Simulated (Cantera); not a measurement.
Charge: 1 mol SiCl4, 1.2 mol O3, 2.3 mol H2, at 5.48 Torr.

Method: chemical equilibrium by Gibbs-energy minimisation in Cantera with the NASA 1993 tables (ideal gas, pure condensed phases). Candidate condensed phases: H2O, Si, SiO2; 30 gas species. The tables hold silica as quartz up to 1696 K and as liquid above; real silica turns to tridymite and cristobalite and melts near 1996 K. Kinetics and transport are ignored.

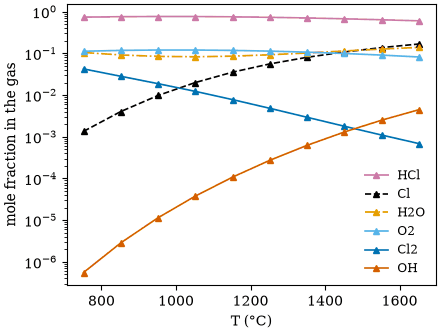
Figure. Equilibrium gas composition (values under 1e-9 drawn at 1e-9)

Read off the mole fractions at 1152 °C.

HCl about 0.75, O2 about 0.12, H2O about 0.086, Cl about 0.035, Cl2 about 0.0078, OH about 0.00011.
